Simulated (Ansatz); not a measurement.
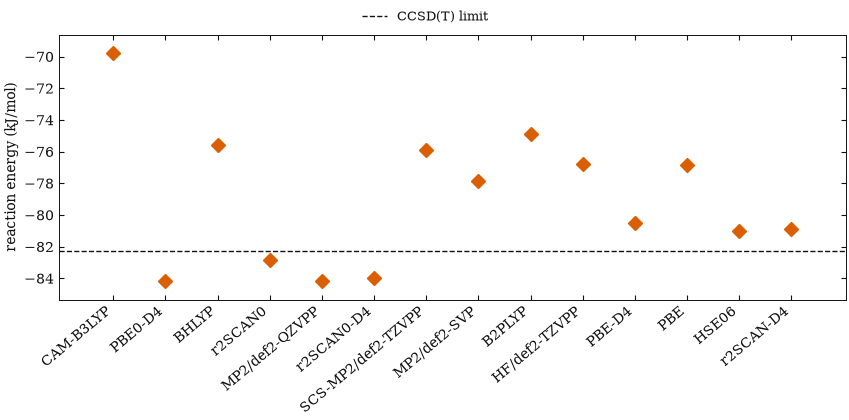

Electronic reaction energy of SnNH₅ ([NH2][SnH3]) + AlH₃S ([AlH2][SH]) → AlSnH₅S ([AlH2][S][SnH3]) + NH₃ (N) (SMILES in brackets) at several levels (functionals in def2-TZVPP unless a basis is named), isolated molecules at PBE0-D4 triple-zeta geometries, minima by their frequencies, no zero-point or thermal terms, the Ansatz code. The line is frozen-core CCSD(T) at the basis limit (MP2 extrapolated from triple and quadruple zeta, plus CCSD(T) less MP2 in a smaller set). B2PLYP holds a correlation term that converges slowly with the basis, so part of the distance to the limit is basis error. No dispersion term is added to CAM-B3LYP, BHLYP, r2SCAN0, B2PLYP, PBE and HSE06. The distance of MP2/def2-QZVPP, SCS-MP2/def2-TZVPP and MP2/def2-SVP to the limit includes basis error. Core potentials past Kr. The limit lies 6.4 kJ/mol from CCSD(T)/def2-TZVPP, so the line itself is uncertain by a part of that.

> What range do the values span, the line included?

From −84.2 kJ/mol (PBE0-D4) to −69.8 kJ/mol (CAM-B3LYP).

> Give the values.

| level | kJ/mol | less CCSD(T) limit |
| --- | --- | --- |
| CAM-B3LYP | −69.8 | 12.5 |
| PBE0-D4 | −84.2 | −1.9 |
| BHLYP | −75.6 | 6.7 |
| r2SCAN0 | −82.8 | −0.5 |
| MP2/def2-QZVPP | −84.2 | −1.9 |
| r2SCAN0-D4 | −84.0 | −1.7 |
| SCS-MP2/def2-TZVPP | −75.9 | 6.4 |
| MP2/def2-SVP | −77.9 | 4.4 |
| B2PLYP | −74.9 | 7.4 |
| HF/def2-TZVPP | −76.8 | 5.5 |
| PBE-D4 | −80.5 | 1.8 |
| PBE | −76.8 | 5.4 |
| HSE06 | −81.0 | 1.3 |
| r2SCAN-D4 | −80.9 | 1.4 |
| CCSD(T) limit | −82.3 | 0.0 |

Caveats: outer-core shells are correlated without core-valence functions, which makes the correlated values less sure; spin-orbit coupling is left out, and with Sn it can shift these values.
